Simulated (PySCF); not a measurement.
CH6BN, charge −1, doublet, SMILES `[BH2-]NC`.

Method: HF/aug-cc-pVDZ; geometry: GFN2-xTB; program: PySCF. No frequency check shows the geometry to be a minimum. The stability of the open-shell solution wasn't checked. GFN2-xTB doesn't know the spin state, so this open-shell geometry is rough.

Geometry (Å), atoms numbered from 1:

```
B1      -1.3904    0.2971   -0.1930
N2      -0.0748   -0.4777    0.2131
C3       1.1516    0.2018   -0.0540
H4      -1.5447    1.2841    0.5496
H5      -2.3554   -0.4870   -0.1489
H6      -0.0625   -1.3842   -0.2528
H7       1.1255    1.1709    0.4533
H8       2.0311   -0.3556    0.3321
H9       1.3719    0.4192   -1.1361
```

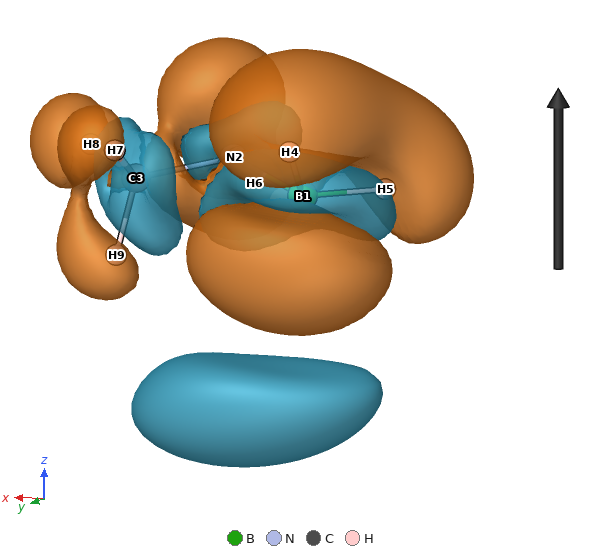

Change of the electron density in a uniform field of 0.10 V/Å along +z (arrow), surfaces at ±0.0015 e/Å³ (light blue: gain, orange: loss).

The field was applied in both directions; the picture shows the one opposite to the script's first.

> What dipole is induced, and what polarisability does it imply?

The induced dipole is 2.32 D (+2.27 D along the field); α along this axis, from the fields in both directions, is 327 bohr³ (48.5 Å³). The response isn't linear: the two directions induce 1.07 and 2.32 D.
